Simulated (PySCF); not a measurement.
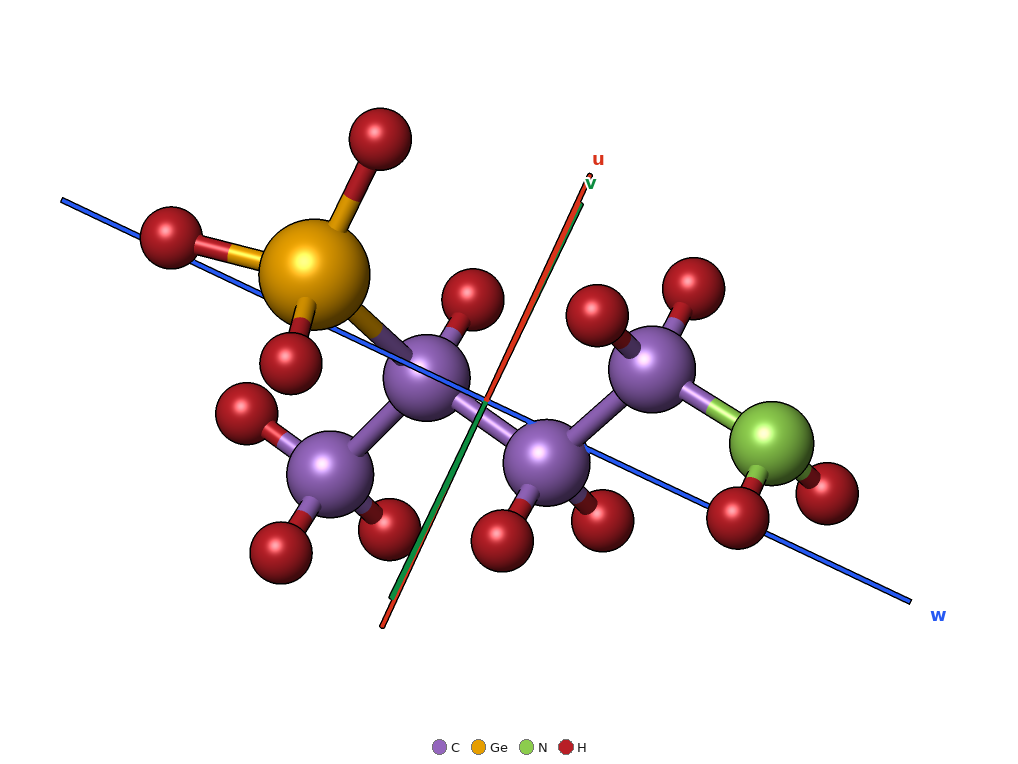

The lines u, v and w are the principal axes of the static dipole polarisability. Computed geometry: GFN2-xTB optimisation. No frequency run is at hand to confirm it as a minimum. Level of theory: CAM-B3LYP/def2-SVPD (PySCF 2.14.0).

> Along which axis is the molecule most polarisable, and along which least?

Most along w, least along v.

> Give the three principal values.

u 91.1, v 77.3, w 99.2 bohr³; mean 89.2, anisotropy 19.2 bohr³.

The geometry is semi-empirical. Around Ge such bond lengths and angles can be off by a tenth of an ångström or more and by several degrees, and values that hang on the shape move with them.
